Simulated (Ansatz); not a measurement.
# Si$_{2}$PH$_{6}$F: geometry relaxation (part 2 of 2)

The same run, continued: Si$_{2}$PH$_{6}$F, SMILES F[SiH2]P[SiH3]; RKS r2SCAN-D4/6-31G (Ansatz 0.2.0). It belongs to a series of runs on one base structure; here: end point A relaxed.

Geometry of the input (Å):
```
F  -1.6179  0.0651  1.7186
Si -1.0109  1.0922  0.6299
P  1.1037  0.6358  0.4295
Si 0.8480  -1.3314  -0.4626
H  -1.6860  0.9321  -0.6951
H  -1.1561  2.5123  1.0904
H  1.4123  1.3545  -0.7427
H  -0.0923  -1.1827  -1.6323
H  0.2070  -2.2582  0.5825
H  2.0754  -1.8709  -0.9153
```

Trajectory as extended XYZ, continued
```
10
Properties=species:S:1:pos:R:3:forces:R:3 step=7 energy=-27852.04764
F    -1.8237    0.2500    1.8171   -0.0001  -0.0065  -0.0027
Si   -1.0838    1.2351    0.6363   -0.0045   0.0023   0.0294
P     1.1464    0.5989    0.5320   -0.0243  -0.0059  -0.0054
Si    0.8854   -1.4635   -0.5343    0.0177  -0.0286  -0.0022
H    -1.8390    1.0219   -0.6483    0.0000   0.0087   0.0009
H    -1.1678    2.6629    1.0902    0.0073   0.0051  -0.0164
H     1.4353    1.3722   -0.6635    0.0055  -0.0010  -0.0013
H    -0.0908   -1.3981   -1.6798    0.0125  -0.0053   0.0102
H     0.3907   -2.4352    0.4945    0.0082   0.0207  -0.0183
H     2.2304   -1.8955   -1.0414   -0.0225   0.0106   0.0058
10
Properties=species:S:1:pos:R:3:forces:R:3 step=8 energy=-27852.04807
F    -1.8456    0.2765    1.8263    0.0035  -0.0035  -0.0045
Si   -1.0892    1.2392    0.6376   -0.0047   0.0064   0.0174
P     1.1359    0.5861    0.5450   -0.0092  -0.0095  -0.0058
Si    0.8893   -1.4693   -0.5372    0.0061  -0.0329   0.0033
H    -1.8411    1.0217   -0.6482   -0.0043   0.0030   0.0034
H    -1.1573    2.6737    1.0735    0.0054  -0.0008  -0.0124
H     1.4364    1.3633   -0.6451    0.0045   0.0063   0.0030
H    -0.0995   -1.4068   -1.6721    0.0121  -0.0058   0.0107
H     0.4196   -2.4589    0.4870    0.0099   0.0265  -0.0257
H     2.2346   -1.8766   -1.0640   -0.0231   0.0104   0.0107
10
Properties=species:S:1:pos:R:3:forces:R:3 step=9 energy=-27852.04836
F    -1.8564    0.2957    1.8377    0.0056   0.0075  -0.0125
Si   -1.0947    1.2427    0.6394    0.0000   0.0120   0.0236
P     1.1260    0.5765    0.5497   -0.0167  -0.0117  -0.0072
Si    0.8918   -1.4756   -0.5408    0.0112  -0.0140  -0.0020
H    -1.8552    1.0272   -0.6416   -0.0016  -0.0086   0.0018
H    -1.1433    2.6822    1.0619   -0.0031  -0.0054  -0.0046
H     1.4340    1.3593   -0.6349    0.0053   0.0024   0.0035
H    -0.0941   -1.4215   -1.6778    0.0028   0.0019   0.0045
H     0.4324   -2.4760    0.4762    0.0062   0.0204  -0.0110
H     2.2425   -1.8616   -1.0669   -0.0097  -0.0045   0.0039
10
Properties=species:S:1:pos:R:3:forces:R:3 step=10 energy=-27852.04851
F    -1.8648    0.3163    1.8536    0.0135   0.0182  -0.0138
Si   -1.0997    1.2472    0.6446   -0.0146  -0.0191   0.0019
P     1.1159    0.5670    0.5519    0.0187   0.0032  -0.0066
Si    0.8982   -1.4805   -0.5491   -0.0235   0.0067   0.0101
H    -1.8657    1.0229   -0.6316   -0.0047  -0.0071   0.0012
H    -1.1399    2.6917    1.0509    0.0069  -0.0090   0.0001
H     1.4344    1.3569   -0.6253   -0.0016   0.0057   0.0114
H    -0.0839   -1.4291   -1.6889    0.0004   0.0010  -0.0037
H     0.4376   -2.4804    0.4662    0.0002  -0.0024  -0.0036
H     2.2512   -1.8632   -1.0695    0.0046   0.0027   0.0030
10
Properties=species:S:1:pos:R:3:forces:R:3 step=11 energy=-27852.04883
F    -1.8676    0.3308    1.8661    0.0181   0.0178  -0.0199
Si   -1.1014    1.2439    0.6440   -0.0093  -0.0045   0.0105
P     1.1138    0.5622    0.5566    0.0120   0.0015   0.0027
Si    0.8971   -1.4803   -0.5530   -0.0036   0.0128   0.0014
H    -1.8709    1.0060   -0.6277   -0.0028  -0.0065   0.0054
H    -1.1344    2.6933    1.0343   -0.0004  -0.0109  -0.0049
H     1.4416    1.3631   -0.6108   -0.0106  -0.0094   0.0098
H    -0.0850   -1.4262   -1.6927    0.0014  -0.0007  -0.0021
H     0.4388   -2.4840    0.4598   -0.0037  -0.0007  -0.0045
H     2.2512   -1.8599   -1.0738   -0.0010   0.0006   0.0016
10
Properties=species:S:1:pos:R:3:forces:R:3 step=13 energy=-27852.05024
F    -1.8720    0.4218    1.9503    0.0762   0.0823  -0.1236
Si   -1.1082    1.2335    0.6504   -0.0898  -0.0093   0.0930
P     1.1009    0.5341    0.5883    0.0136   0.0261  -0.0169
Si    0.8997   -1.4782   -0.5755    0.0176   0.0151  -0.0186
H    -1.9006    0.9080   -0.5911    0.0253   0.0070   0.0510
H    -1.1189    2.7117    0.9351   -0.0078  -0.0756  -0.0212
H     1.4593    1.3700   -0.5475   -0.0237  -0.0443   0.0334
H    -0.0638   -1.3981   -1.7297    0.0050   0.0013  -0.0003
H     0.4247   -2.5061    0.4045   -0.0109  -0.0015   0.0023
H     2.2621   -1.8480   -1.0818   -0.0054  -0.0010   0.0009
10
Properties=species:S:1:pos:R:3:forces:R:3 step=14 energy=-27852.05117
F    -1.8660    0.4550    1.9857    0.0973   0.1038  -0.1652
Si   -1.1091    1.2286    0.6562   -0.1347  -0.0222   0.1288
P     1.0990    0.5264    0.5997    0.0174   0.0247  -0.0499
Si    0.9030   -1.4740   -0.5851   -0.0052  -0.0021   0.0005
H    -1.9127    0.8698   -0.5696    0.0363   0.0073   0.0586
H    -1.1193    2.7153    0.8983   -0.0012  -0.0904  -0.0180
H     1.4573    1.3620   -0.5359   -0.0126  -0.0183   0.0433
H    -0.0421   -1.3796   -1.7537    0.0096   0.0067   0.0046
H     0.4029   -2.5045    0.3801   -0.0058  -0.0079  -0.0050
H     2.2701   -1.8503   -1.0728   -0.0010  -0.0015   0.0024
10
Properties=species:S:1:pos:R:3:forces:R:3 step=15 energy=-27852.05249
F    -1.8528    0.4938    2.0269    0.1059   0.1123  -0.1906
Si   -1.1101    1.2240    0.6638   -0.1488  -0.0592   0.1422
P     1.0979    0.5213    0.6053    0.0176   0.0208  -0.0151
Si    0.9069   -1.4725   -0.5926   -0.0363   0.0105  -0.0234
H    -1.9230    0.8198   -0.5416    0.0304   0.0129   0.0597
H    -1.1262    2.7178    0.8551    0.0099  -0.0878  -0.0126
H     1.4550    1.3643   -0.5239   -0.0012  -0.0164   0.0266
H    -0.0124   -1.3485   -1.7799    0.0182  -0.0096   0.0119
H     0.3697   -2.5094    0.3473    0.0053   0.0162  -0.0068
H     2.2782   -1.8619   -1.0576   -0.0011   0.0002   0.0080
10
Properties=species:S:1:pos:R:3:forces:R:3 step=16 energy=-27852.05254
F    -1.8288    0.5628    2.1023    0.1477   0.1222  -0.2940
Si   -1.1102    1.1959    0.6743   -0.1757   0.0275   0.2104
P     1.1064    0.5179    0.6237   -0.0478  -0.0729  -0.0278
Si    0.9016   -1.4527   -0.6124    0.0031  -0.0624  -0.0119
H    -1.9461    0.7120   -0.4881    0.0584   0.0161   0.1015
H    -1.1219    2.7014    0.7652   -0.0252  -0.1166  -0.0065
H     1.4657    1.3706   -0.4944   -0.0037   0.0265   0.0049
H     0.0347   -1.2977   -1.8392    0.0474   0.0053   0.0728
H     0.2987   -2.4893    0.2948    0.0301   0.0661  -0.0513
H     2.2831   -1.8721   -1.0234   -0.0342  -0.0120   0.0019
10
Properties=species:S:1:pos:R:3:forces:R:3 step=17 energy=-27852.05472
F    -1.8162    0.5864    2.1187    0.1072   0.1073  -0.2339
Si   -1.1135    1.2036    0.6788   -0.1657  -0.0890   0.1728
P     1.0979    0.5081    0.6248    0.0222   0.0131  -0.0288
Si    0.9153   -1.4570   -0.6226   -0.0890  -0.0311   0.0017
H    -1.9524    0.6916   -0.4675    0.0393   0.0315   0.0739
H    -1.1428    2.7083    0.7488    0.0201  -0.0965  -0.0108
H     1.4606    1.3754   -0.4810    0.0232   0.0159   0.0053
H     0.0585   -1.2830   -1.8526    0.0422  -0.0168   0.0469
H     0.2857   -2.4789    0.2815    0.0284   0.0323  -0.0547
H     2.2900   -1.9057   -1.0259   -0.0280   0.0333   0.0275
10
Properties=species:S:1:pos:R:3:forces:R:3 step=18 energy=-27852.05579
F    -1.8263    0.6443    2.1371    0.0214  -0.0860   0.1283
Si   -1.1076    1.1828    0.6916   -0.0632   0.0970  -0.0805
P     1.1073    0.5013    0.6273   -0.0075  -0.0081   0.0047
Si    0.9124   -1.4519   -0.6333    0.0034   0.0064   0.0036
H    -1.9644    0.6509   -0.4209    0.0077  -0.0601  -0.0604
H    -1.1419    2.6805    0.7056    0.0557   0.0654  -0.0132
H     1.4698    1.3861   -0.4664   -0.0151  -0.0178   0.0240
H     0.0820   -1.2654   -1.8739   -0.0041   0.0006  -0.0079
H     0.2625   -2.4742    0.2493   -0.0033   0.0012  -0.0023
H     2.2894   -1.9056   -1.0135    0.0050   0.0015   0.0039
10
Properties=species:S:1:pos:R:3:forces:R:3 step=19 energy=-27852.05369 accepted=F
F    -1.8205    0.6544    2.1340   -0.0510  -0.0278   0.1101
Si   -1.1160    1.1910    0.6810    0.2954  -0.1593   0.0197
P     1.1131    0.4884    0.6491   -0.1653   0.1564   0.0448
Si    0.9052   -1.4445   -0.6293   -0.0288  -0.0161  -0.0164
H    -1.9235    0.5970   -0.4317   -0.0981   0.0112  -0.0877
H    -1.1448    2.6865    0.6764   -0.0058   0.0874  -0.0327
H     1.4784    1.3802   -0.4376    0.0348  -0.0213  -0.0001
H     0.0443   -1.2318   -1.8452    0.0136  -0.0272  -0.0228
H     0.2721   -2.4815    0.2486   -0.0004  -0.0005  -0.0060
H     2.2749   -1.8908   -1.0422    0.0055  -0.0029  -0.0090
10
Properties=species:S:1:pos:R:3:forces:R:3 step=21 energy=-27852.06007
F    -1.7872    0.6778    2.1800    0.0031   0.0019   0.0017
Si   -1.1177    1.1818    0.6938    0.0053  -0.0086  -0.0046
P     1.0959    0.4943    0.6376   -0.0149   0.0048  -0.0018
Si    0.9101   -1.4449   -0.6444    0.0022   0.0055   0.0024
H    -1.9794    0.5887   -0.3877   -0.0006   0.0004   0.0047
H    -1.1436    2.6824    0.6511   -0.0020  -0.0014  -0.0006
H     1.4733    1.3873   -0.4421    0.0088  -0.0045   0.0008
H     0.1160   -1.2392   -1.9062    0.0012   0.0002  -0.0001
H     0.2237   -2.4674    0.2101   -0.0028   0.0019  -0.0012
H     2.2921   -1.9121   -0.9894   -0.0003  -0.0003  -0.0012
10
Properties=species:S:1:pos:R:3:forces:R:3 step=22 energy=-27852.06038
F    -1.7692    0.7086    2.2063    0.0052   0.0199  -0.0273
Si   -1.1209    1.1768    0.6978   -0.0012  -0.0269   0.0048
P     1.0917    0.4895    0.6418   -0.0013   0.0033   0.0073
Si    0.9106   -1.4398   -0.6532   -0.0035  -0.0028  -0.0012
H    -1.9928    0.5478   -0.3564    0.0078   0.0178   0.0185
H    -1.1499    2.6764    0.6142   -0.0125  -0.0174   0.0042
H     1.4813    1.3880   -0.4278    0.0059   0.0046  -0.0052
H     0.1422   -1.2193   -1.9288    0.0048  -0.0022   0.0053
H     0.1961   -2.4586    0.1831    0.0011   0.0030  -0.0047
H     2.2941   -1.9205   -0.9743   -0.0064   0.0007  -0.0017
10
Properties=species:S:1:pos:R:3:forces:R:3 step=23 energy=-27852.06051
F    -1.7647    0.7150    2.2100   -0.0012   0.0126  -0.0128
Si   -1.1203    1.1747    0.6978   -0.0010  -0.0184   0.0047
P     1.0928    0.4891    0.6434   -0.0018   0.0067   0.0048
Si    0.9104   -1.4383   -0.6540   -0.0018  -0.0049  -0.0064
H    -1.9939    0.5392   -0.3502    0.0070   0.0118   0.0109
H    -1.1545    2.6736    0.6065   -0.0063  -0.0122   0.0014
H     1.4842    1.3891   -0.4243    0.0051   0.0007  -0.0040
H     0.1467   -1.2141   -1.9316    0.0025  -0.0006   0.0028
H     0.1897   -2.4563    0.1778    0.0011   0.0036  -0.0012
H     2.2927   -1.9232   -0.9725   -0.0036   0.0006  -0.0002
10
Properties=species:S:1:pos:R:3:forces:R:3 step=24 energy=-27852.06061
F    -1.7607    0.7360    2.2219    0.0000  -0.0029   0.0059
Si   -1.1194    1.1677    0.7010    0.0074   0.0097  -0.0129
P     1.0957    0.4875    0.6488    0.0073   0.0004  -0.0034
Si    0.9099   -1.4328   -0.6587   -0.0039  -0.0102   0.0048
H    -1.9924    0.5115   -0.3332   -0.0033  -0.0007   0.0007
H    -1.1631    2.6640    0.5837   -0.0004  -0.0023  -0.0005
H     1.4933    1.3891   -0.4158   -0.0085   0.0053   0.0081
H     0.1564   -1.1989   -1.9402   -0.0012   0.0032  -0.0011
H     0.1741   -2.4460    0.1657    0.0010  -0.0032  -0.0027
H     2.2894   -1.9293   -0.9703    0.0017   0.0007   0.0011
```

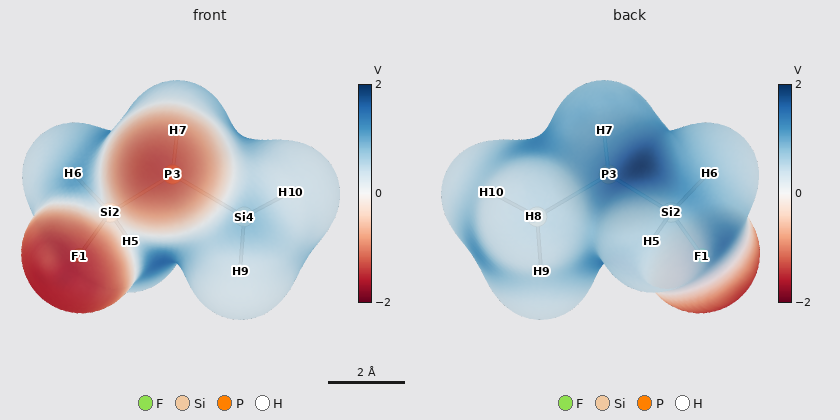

*The molecular electrostatic potential painted on the density surface at 0.002 e/bohr³, seen face on and from behind; red is negative and blue positive.*

A positive charge is drawn to the negative regions and a negative charge to the positive ones.

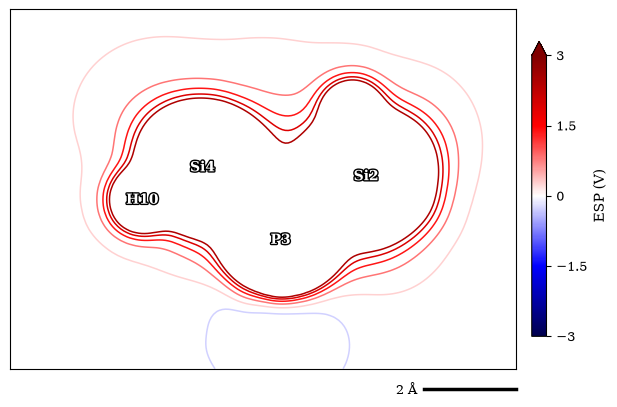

*Molecular electrostatic potential on the plane of atoms Si2, P3 and Si4.*
